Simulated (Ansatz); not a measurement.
```xyz
8

Mg    0.0184    0.3408   -1.3031
Mg    3.0514    0.3349   -0.9451
Mg   -3.0514   -0.3344    0.9454
Mg   -0.0184   -0.3408    1.3031
O     1.5999    0.9040   -2.1939
O     1.4404   -0.0767    0.0952
O    -1.5999   -0.9047    2.1936
O    -1.4404    0.0769   -0.0952
```

Geometry: PBE-D4/def2-SVP.

All numbers below come from Ansatz, UKS PBE0-D4/def2-TZVP.

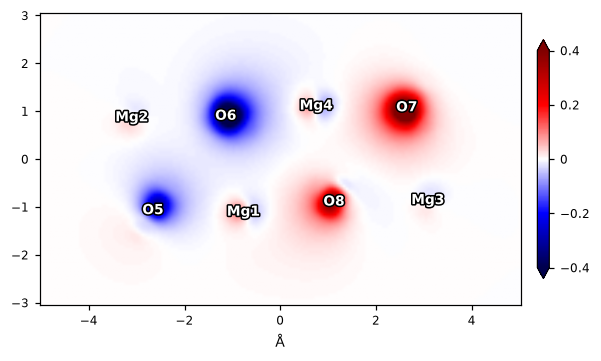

Mg$_{4}$O$_{4}$ (quintet). The HOMO−1 (β) on the plane of atoms Mg3, O8 and Mg4 (values in Å⁻³ᐟ²; the overall sign is arbitrary).

Q: Where does this orbital lie, and at what energy?

A: It lies mainly on O6 (about 20 %), O8 (about 20 %), O5 (about 20 %) and O7 (about 20 %); it is ungerade (odd under inversion); largely a combination of lone pairs on O6, O8, O5 and O7. Its energy is −7.90 eV.
